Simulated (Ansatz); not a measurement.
Start from ZnSe in the zinc blende structure (space group F-43m, No. 216; a = 5.666 Å).

The change: a hydrostatic pressure of 0.3 GPa.

Computed with r2SCAN, PAW, 500 eV (Ansatz, a first-principles code; no spin-orbit coupling), earlier PAW set.

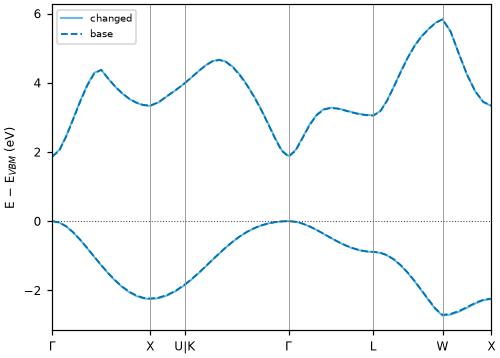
Figure: Highest valence and lowest conduction band along the path, each from its own valence-band maximum

Question: From the figure, how large is the changed gap, and is it direct?

Answer: About 1.9 eV, direct at Γ.

Load acts through the strain it causes; cell and atoms are relaxed under it. No phonon test of stability was made.
